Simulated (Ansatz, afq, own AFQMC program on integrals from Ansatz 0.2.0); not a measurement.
# AlH2+ (triplet): quantum Monte Carlo beside coupled cluster at distance Al1–H2 = 1.722 Å, cc-pVDZ, part 2 of 2

Ansatz 0.2.0, Gaussian basis, and an in-house AFQMC program (afq) on its integrals; all values are calculated; cc-pVDZ, frozen cores. Earlier steps stand in the parts before.

## Step 11: Full CI (quintet)

in.yaml reads:

```yaml
crystal:
  periodic: [false, false, false]
  atoms:
    - {symbol: Al, position_ang: [0.000000, 0.000000, -0.102095]}
    - {symbol: H, position_ang: [0.000000, 0.899579, 1.366496]}
    - {symbol: H, position_ang: [0.000000, -0.899579, 1.366496]}
basis:
  gaussian: {orbitals: cc-pVDZ}
total_charge: 1
magnetization: {spin_polarized: false, initial_magnetization: 4}
correlation: {method: fci, electrons: outside_noble_gas}
```

Started as:

```bash
$ ansatz run in.yaml --threads 1 --pin off --events-out ev --progress --plain --max-ram 16896MiB --backend cuda --devices 0, --max-vram 18GiB
```

Log:

```text
Functional definition: HF
  name "HF"
  cite "Fock, Z. Phys. 61, 126 (1930) doi:10.1007/BF01340294"
  parent pbe
  exchange = exact_x
  correlation = 0
516 factors; integrals over basis functions are off by at most 2.4e-7 eV
mean field evaluation 1: about -6597.3895 eV, gradient 8.4e0 eV
mean field evaluation 2: about -6597.3962 eV, gradient 8.4e0 eV
mean field evaluation 4: about -6598.4214 eV, gradient 4.3e-1 eV
mean field evaluation 8: about -6598.4248 eV, gradient 4.4e-4 eV
mean field -6598.42480483 eV, -242.4876390045 hartree, gradient 1.6e-6 eV, S^2 6.000000; 0 other end points of the search recorded, 0 dependent functions left out
mean field evaluation 16: about -6598.4257 eV, gradient 6.7e-2 eV
5 core orbitals not correlated: weight in the atoms' cores, before any rotation towards them, 1.000 or more for the frozen orbitals, at most 0.000 for the correlated occupied ones
reference -6598.42480483 eV, -242.4876390045 hartree; 4, 0 occupied and 19, 23 virtual orbitals, 516 factors
state -6598.73935100 eV, -242.4991983630 hartree
Total energy: -6598.73935100 eV, -242.4991983630 hartree
```

Wall time 3.4 s (1 × NVIDIA H100 80GB HBM3 with 1 thread of AMD EPYC 7R13 (Zen 3), shared host); peak host memory 1.6 GiB.

From the report: 2,236 determinants, symmetry A2.

## Step 12: CCSDT(Q) on UHF

in.yaml: that of step 11 with these lines changed.

```diff
@@ -9,3 +9,3 @@
 total_charge: 1
-magnetization: {spin_polarized: false, initial_magnetization: 4}
-correlation: {method: fci, electrons: outside_noble_gas}
+magnetization: {spin_polarized: true, initial_magnetization: 2}
+correlation: {method: ccsdt_q, electrons: outside_noble_gas}
```

Launched as before.

Log, shortened:

```text
Functional definition: HF
  name "HF"
  cite "Fock, Z. Phys. 61, 126 (1930) doi:10.1007/BF01340294"
  parent pbe
[...]
514 factors; integrals over basis functions are off by at most 2.4e-7 eV
[...]
mean field -6603.84455166 eV, -242.6868110269 hartree, gradient 7.5e-7 eV, S^2 2.034615; 0 other end points of the search recorded, 0 dependent functions left out
5 core orbitals not correlated: weight in the atoms' cores, before any rotation towards them, 1.000 or more for the frozen orbitals, at most 0.000 for the correlated occupied ones
reference -6603.84455166 eV, -242.6868110269 hartree; 3, 1 occupied and 20, 22 virtual orbitals, 514 factors
second order -0.93665682 eV of doubles, -0.00000000 eV of singles
cycle   1  -1.19343995 eV  change   -2.6e-1 eV  update   5.4e-2
[...]
cycle  13  -1.41869733 eV  change   -4.1e-7 eV  update   2.3e-7
perturbative correction -0.00020739 eV, -0.0000076213 hartree
Total energy: -6605.26345637 eV, -242.7389548133 hartree
```

It took 6 s on 1 × NVIDIA H100 80GB HBM3 with 1 thread of AMD EPYC 7R13 (Zen 3), shared host; peak host memory 1.6 GiB.

From the report: ⟨S²⟩ of the determinant 2.035 (pure triplet: 2.00); correlation -1.4189 eV; T1 0.025; largest double amplitude 0.10.

## Step 13: Phaseless AFQMC, CISD trial on UHF

It reads the integrals that the CCSD(T) run on this determinant wrote.

Started as:

```bash
$ afq ham --method phaseless --trial cisd --walkers 4000 --populations 20 --least-time 60 --time-step 0.005 --steps-per-block 50 --equilibration-blocks 28 --max-blocks 4000 --target-error 0.00012 --factor-cut 1e-05 --start spin_pure --seed 9157 --release-times 0.24,0.51,0.99,1.62,2.4 --release-step 0.03 --release-every 3 --taylor-order 6
```

Log:

```text
orbitals 23  electrons 3 1  factors 158 of 267
reference energy -242.68680988 Eh
CCSD correlation -0.05083157 Eh in 12 cycles, weight of the determinant in the CISD state 0.9462
energy of the start -242.737549 Eh
 block  time / (1/Eh)  mean weight  energy / Eh
     1     0.250  0.9999  -242.737619
     2     0.500  1.0000  -242.737764
     3     0.750  1.0000  -242.737913
     4     1.000  0.9999  -242.738054
     5     1.250  0.9999  -242.738159
     6     1.500  1.0000  -242.738265
     7     1.750  1.0000  -242.738334
     8     2.000  1.0000  -242.738406
     9     2.250  1.0000  -242.738485
    10     2.500  1.0000  -242.738556
    11     2.750  0.9998  -242.738589
    12     3.000  0.9999  -242.738598
    13     3.250  1.0000  -242.738708
    14     3.500  1.0000  -242.738644
    15     3.750  1.0000  -242.738670
    16     4.000  0.9999  -242.738649
    17     4.250  1.0000  -242.738719
    18     4.500  1.0001  -242.738703
    19     4.750  0.9999  -242.738774
    20     5.000  1.0001  -242.738755
    21     5.250  1.0000  -242.738802
    22     5.500  0.9999  -242.738787
    23     5.750  1.0000  -242.738791
    24     6.000  0.9999  -242.738799
    25     6.250  1.0001  -242.738739
    26     6.500  1.0001  -242.738807
    27     6.750  1.0000  -242.738803
    28     7.000  1.0001  -242.738758
    29     7.250  1.0000  -242.738788
    30     7.500  0.9999  -242.738811
    31     7.750  1.0002  -242.738810
    32     8.000  0.9997  -242.738769
    33     8.250  0.9999  -242.738796
    34     8.500  1.0001  -242.738781
    35     8.750  1.0000  -242.738819
    36     9.000  1.0001  -242.738774
    37     9.250  1.0000  -242.738773
    38     9.500  0.9998  -242.738783
    39     9.750  0.9999  -242.738775
    40    10.000  1.0000  -242.738730
    41    10.250  1.0000  -242.738726
    42    10.500  1.0001  -242.738741
    43    10.750  1.0000  -242.738725
    44    11.000  1.0000  -242.738699
    45    11.250  1.0000  -242.738725
    46    11.500  1.0000  -242.738610
    47    11.750  1.0000  -242.738913
    48    12.000  1.0001  -242.738913
    49    12.250  1.0001  -242.738854
    50    12.500  1.0000  -242.738806
    51    12.750  1.0000  -242.738799
    52    13.000  0.9999  -242.738790
    53    13.250  1.0001  -242.738881
    54    13.500  1.0001  -242.738913
    55    13.750  1.0001  -242.738859
    56    14.000  0.9999  -242.738820
    57    14.250  1.0001  -242.738915
    58    14.500  1.0001  -242.738843
    59    14.750  1.0001  -242.738783
    60    15.000  1.0001  -242.738799
    61    15.250  1.0000  -242.738795
    62    15.500  0.9998  -242.738790
    63    15.750  1.0001  -242.738739
    64    16.000  1.0000  -242.738802
    65    16.250  1.0000  -242.738791
    66    16.500  1.0001  -242.738824
    67    16.750  0.9999  -242.738837
    68    17.000  0.9998  -242.738792
    69    17.250  0.9999  -242.738812
    70    17.500  1.0000  -242.738747
    71    17.750  1.0001  -242.738711
    72    18.000  1.0000  -242.738764
    73    18.250  1.0000  -242.738748
    74    18.500  0.9997  -242.738735
    75    18.750  1.0000  -242.738767
    76    19.000  0.9999  -242.738827
    77    19.250  1.0000  -242.738894
    78    19.500  0.9998  -242.738815
error from the spread of 20 populations
released: time / (1/Eh)  energy / Eh  error  mean overlap
  0.24  -242.738824  0.000019  1.0009
  0.51  -242.738842  0.000018  1.0006
  0.99  -242.738875  0.000020  1.0001
  1.62  -242.738890  0.000015  1.0009
  2.40  -242.738914  0.000015  0.9993
energy -242.738794 +/- 0.000022 Eh
```

It took 40 s on 1 × NVIDIA H100 80GB HBM3 with 2 threads of AMD EPYC 7R13 (Zen 3), shared host; peak host memory 1.6 GiB.

Energy -6605.2591 ± 0.0006 eV. Caveats: constraint bias not in the error.

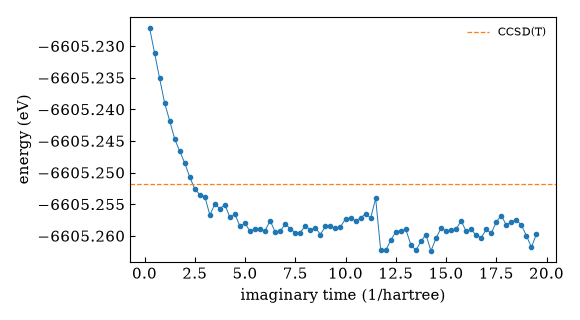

Block energies along the walk.

## Step 14: Phaseless AFQMC, single-determinant trial on UHF

It reads the integrals that the CCSD(T) run on this determinant wrote.

Started as:

```bash
$ afq ham --method phaseless --trial hf --walkers 4000 --populations 20 --least-time 40 --time-step 0.005 --steps-per-block 20 --equilibration-blocks 112 --max-blocks 4000 --target-error 0.0006000000000000001 --factor-cut 1e-05 --start spin_pure --seed 9699 --taylor-order 6
```

Log:

```text
orbitals 23  electrons 3 1  factors 158 of 267
reference energy -242.68680988 Eh
CCSD correlation -0.05083157 Eh in 12 cycles, weight of the determinant in the CISD state 0.9462
energy of the start -242.687289 Eh
 block  time / (1/Eh)  mean weight  energy / Eh
     1     0.100  1.0000  -242.694368
     2     0.200  1.0001  -242.700110
     3     0.300  1.0003  -242.705049
     4     0.400  1.0002  -242.708977
     5     0.500  1.0003  -242.712277
     6     0.600  1.0001  -242.715413
     7     0.700  1.0003  -242.717940
     8     0.800  1.0001  -242.719754
     9     0.900  1.0003  -242.721887
    10     1.000  1.0001  -242.723202
    13     1.300  1.0002  -242.726834
    17     1.700  1.0001  -242.729677
    21     2.100  0.9999  -242.731588
    25     2.500  1.0000  -242.733337
    29     2.900  1.0000  -242.734598
    33     3.300  1.0001  -242.735543
    37     3.700  1.0001  -242.736082
    41     4.100  1.0002  -242.737154
    45     4.500  1.0000  -242.736844
    49     4.900  1.0000  -242.736616
    53     5.300  1.0001  -242.736892
    57     5.700  1.0001  -242.736691
    61     6.100  0.9999  -242.737078
    65     6.500  1.0000  -242.738158
    69     6.900  1.0000  -242.738282
    73     7.300  1.0001  -242.737457
    77     7.700  1.0000  -242.738204
    81     8.100  0.9999  -242.738565
    85     8.500  1.0000  -242.737896
    89     8.900  1.0000  -242.738015
    93     9.300  1.0000  -242.737720
    97     9.700  0.9999  -242.737800
   101    10.100  1.0000  -242.736710
   105    10.500  0.9999  -242.736984
   109    10.900  0.9999  -242.736975
   113    11.300  1.0000  -242.736829
   117    11.700  1.0000  -242.737660
   121    12.100  0.9997  -242.737975
   125    12.500  0.9998  -242.736847
   129    12.900  1.0000  -242.736375
   133    13.300  1.0001  -242.737383
   137    13.700  0.9998  -242.737767
   141    14.100  1.0000  -242.738634
   145    14.500  0.9997  -242.738423
   149    14.900  1.0000  -242.738013
   153    15.300  1.0001  -242.738692
   157    15.700  1.0000  -242.738433
   161    16.100  1.0000  -242.738140
   165    16.500  1.0002  -242.737687
   169    16.900  1.0002  -242.738461
   173    17.300  1.0000  -242.738566
   177    17.700  0.9998  -242.738419
   181    18.100  0.9999  -242.737799
   185    18.500  1.0001  -242.739874
   189    18.900  0.9998  -242.738699
error from the spread of 20 populations
energy -242.738050 +/- 0.000267 Eh
```

Run time: 28 s. Hardware: 1 × NVIDIA H100 80GB HBM3 with 2 threads of AMD EPYC 7R13 (Zen 3), shared host; peak host memory 1.6 GiB.

Energy -6605.2388 ± 0.0073 eV. Caveats: constraint bias not in the error.

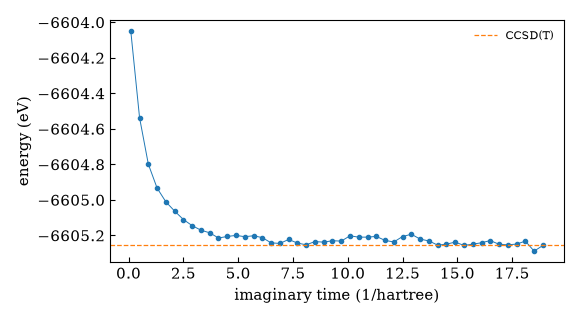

Block energies along the walk.

## Step 15: Free-projection AFQMC, CISD trial on UHF

It reads the integrals that the CCSD(T) run on this determinant wrote.

Started as:

```bash
$ afq ham --method free --trial cisd --walkers 4000 --time-step 0.03 --max-blocks 4000 --target-error 0.00024 --factor-cut 1e-05 --seed 4190 --times 0,0.3,0.6,1.2,1.8,2.4,3.6,4.8,6 --taylor-order 8
```

Log:

```text
orbitals 23  electrons 3 1  factors 158 of 267
reference energy -242.68680988 Eh
CCSD correlation -0.05083157 Eh in 12 cycles, weight of the determinant in the CISD state 0.9462
repeat  energy at the last time / Eh  error
    10  -242.738924  0.000012
    20  -242.738925  0.000011
    30  -242.738932  0.000009
time / (1/Eh)  energy / Eh  error  mean overlap
  0.00  -242.737640  0.000001  1.0567
  0.30  -242.738152  0.000003  1.0571
  0.60  -242.738432  0.000003  1.0574
  1.20  -242.738701  0.000004  1.0569
  1.80  -242.738809  0.000006  1.0586
  2.40  -242.738883  0.000007  1.0560
  3.60  -242.738917  0.000009  1.0573
  4.80  -242.738935  0.000009  1.0576
  6.00  -242.738933  0.000008  1.0608
energy -242.738933 +/- 0.000008 Eh
```

Wall time 25 s (1 × NVIDIA H100 80GB HBM3 with 2 threads of AMD EPYC 7R13 (Zen 3), shared host); peak host memory 1.6 GiB.

Energy -6605.2629 ± 0.0002 eV. Caveats: remainder of the start not in the error.

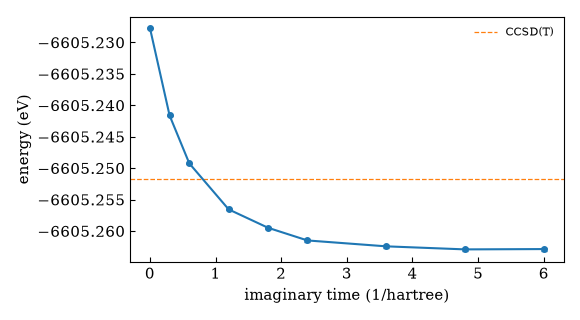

Energy against projection time, with error bars.

## Step 16: AFQMC on the ladder

The full CI on restricted orbitals is not used as the yardstick for these unrestricted rows.

On the UHF determinant, counted from CCSDT(Q) (a yardstick, not exact):

| level | energy (eV) | from CCSDT(Q) (kcal/mol) | statistical error (kcal/mol) | time |
| --- | --- | --- | --- | --- |
| HF | -6603.8445 | +32.72 |  |  |
| MP2 | -6604.7812 | +11.12 |  |  |
| CCSD | -6605.2277 | +0.82 |  |  |
| CCSD(T) | -6605.2517 | +0.27 |  |  |
| CCSDT(Q) | -6605.2635 | 0.00 |  |  |
| Phaseless AFQMC, CISD trial, step 0.005, 4000 walkers | -6605.2591 | +0.10 | 0.01 | 40 s |
| Phaseless AFQMC, single-determinant trial, step 0.005, 4000 walkers | -6605.2388 | +0.57 | 0.17 | 28 s |
| Free-projection AFQMC, CISD trial, step 0.03, 4000 walkers | -6605.2629 | +0.01 | 0.01 | 25 s |

The functionals' totals stand on their own zeros and serve differences with other points: PBE -6613.661 eV; r2SCAN -6616.811 eV; PBE0 -6614.340 eV; B3LYP -6618.149 eV; wB97M-V -6616.715 eV; B2PLYP -6614.184 eV.

## Step 17: Results

This closing draws on all 2 parts.

```
                                                      quantity                  value
                                  CCSD(T) on UHF from CCSDT(Q)         +0.27 kcal/mol
              Phaseless AFQMC, CISD trial on UHF from CCSDT(Q)  +0.10 ± 0.01 kcal/mol
Phaseless AFQMC, single-determinant trial on UHF from CCSDT(Q)  +0.57 ± 0.17 kcal/mol
        Free-projection AFQMC, CISD trial on UHF from CCSDT(Q)  +0.01 ± 0.01 kcal/mol
```

On UHF the phaseless walk with the CISD trial lies +0.10 kcal/mol from CCSDT(Q), 7 times its error bar. Free projection has no constraint; at the last time it gives +0.01 ± 0.01 kcal/mol, and from a start that isn't spin pure other spins can mix in. Error bars are statistical and leave out the constraint, the time step and what remains of the start.
